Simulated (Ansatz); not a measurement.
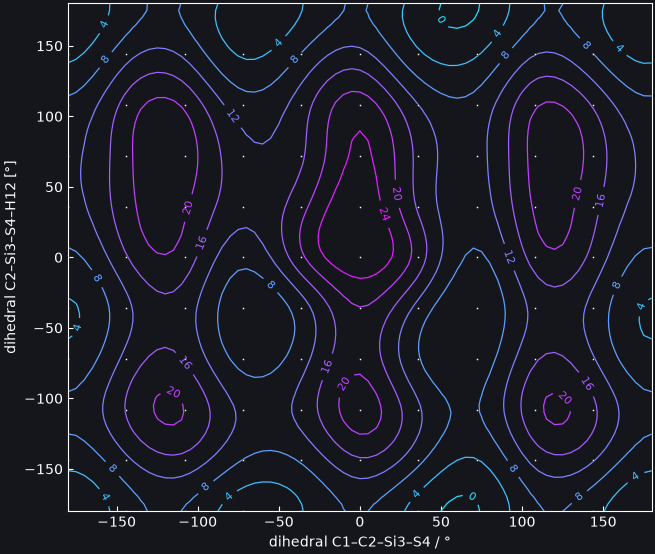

Energy landscape of C₂H₇ClSSi, SMILES CC[SiH](S)Cl. First axis: dihedral C1–C2–Si3–S4. Second axis: dihedral C2–Si3–S4–H12. Nothing is relaxed (all other coordinates rigid). The grid has 10 × 10 points. Energies: kJ/mol, counted from the relaxed molecule at the same level. Method: Ansatz, RKS PBE0-D4/def2-SVP.

In the figure: contour lines labelled in kJ/mol, dots at the grid points. Between grid points the surface is interpolated. 

Question: Describe this landscape.

Answer: The lowest grid point is at dihedral C1–C2–Si3–S4 = 72°, dihedral C2–Si3–S4–H12 = −180°, −0.27 kJ/mol from the relaxed molecule at the same level. The bottom of the well lies between grid points, at about dihedral C1–C2–Si3–S4 = 60°, dihedral C2–Si3–S4–H12 = 175°, about 0.52 kJ/mol lower on the interpolated surface. There are further wells near dihedral C1–C2–Si3–S4 = −180°, dihedral C2–Si3–S4–H12 = −180° (0.47 kJ/mol above the lowest at that grid point); dihedral C1–C2–Si3–S4 = −72°, dihedral C2–Si3–S4–H12 = −180° (1.9 kJ/mol above the lowest at that grid point); dihedral C1–C2–Si3–S4 = −180°, dihedral C2–Si3–S4–H12 = −36° (3.9 kJ/mol above the lowest at that grid point). The highest grid point, dihedral C1–C2–Si3–S4 = 0°, dihedral C2–Si3–S4–H12 = 36°, lies 27.3 kJ/mol above the lowest. On the interpolated surface the easiest way out of the lowest well to the well at about dihedral C1–C2–Si3–S4 = 65°, dihedral C2–Si3–S4–H12 = −55° passes a barrier of about 8.1 kJ/mol, counted from the interpolated bottom of the well. Round the minimum the valley is somewhat tilted: raising dihedral C1–C2–Si3–S4 shifts the best value of dihedral C2–Si3–S4–H12 upwards (coupling k₁₂/√(k₁₁k₂₂) about −0.2).

Grid values (kJ/mol):

```csv
"dihedral C2–Si3–S4–H12 ↓, dihedral C1–C2–Si3–S4 →",−180,−144,−108,−72,−36,0,36,72,108,144
144,3.0,10.6,11.3,3.5,8.2,13.1,4.7,3.7,11.9,8.1
108,8.9,17.4,19.4,9.8,14.1,22.0,12.0,9.5,19.6,15.6
72,11.3,19.0,21.9,13.2,15.5,24.8,15.0,10.8,21.3,18.4
36,10.6,18.6,20.5,13.3,18.7,27.1,15.5,10.0,20.5,17.1
0,7.2,15.7,18.2,9.2,19.2,26.8,18.1,7.4,17.8,14.7
−36,3.6,11.0,13.9,4.9,10.1,19.9,10.7,4.6,13.2,10.7
−72,5.2,13.2,15.7,6.6,10.4,18.9,8.3,5.4,15.5,12.3
−108,8.8,16.2,19.9,11.1,13.2,22.0,12.6,7.7,18.9,16.7
−144,5.3,11.2,14.7,7.8,8.4,15.5,9.0,3.8,13.3,12.2
−180,0.2,6.1,7.7,1.7,3.8,8.3,2.2,−0.3,7.4,5.3
```

The input of one point:

```yaml
crystal:
  periodic: [false, false, false]
  atoms:
    - { symbol: C, position_ang: [-1.162829, -0.357061, 1.323714] }
    - { symbol: C, position_ang: [0.257221, -0.224044, 0.780687] }
    - { symbol: Si, position_ang: [0.344548, 0.19306, -1.038696] }
    - { symbol: S, position_ang: [-0.268878, 2.23115, -1.24402] }
    - { symbol: Cl, position_ang: [-0.914849, -1.08869, -2.08708] }
    - { symbol: H, position_ang: [-1.716652, -1.164666, 0.819252] }
    - { symbol: H, position_ang: [-1.732693, 0.573337, 1.178721] }
    - { symbol: H, position_ang: [-1.159336, -0.583503, 2.400849] }
    - { symbol: H, position_ang: [0.828976, -1.158018, 0.924178] }
    - { symbol: H, position_ang: [0.813189, 0.561215, 1.321928] }
    - { symbol: H, position_ang: [1.699334, -0.005791, -1.625457] }
    - { symbol: H, position_ang: [-0.117407, 2.260767, -2.586166] }
basis:
  gaussian: { orbitals: def2-SVP }
hamiltonian:
  xc: pbe0
  dispersion: d4
output:
  forces: true
```

Each point was launched as `ansatz run input.yaml --threads 1 --pin off --max-ram 2560MiB --backend cpu --events-out ev --progress --plain --runs-dir out`. The whole map (100 points run) took 9.9 min on 1 thread of Arm Neoverse V2 (shared host).
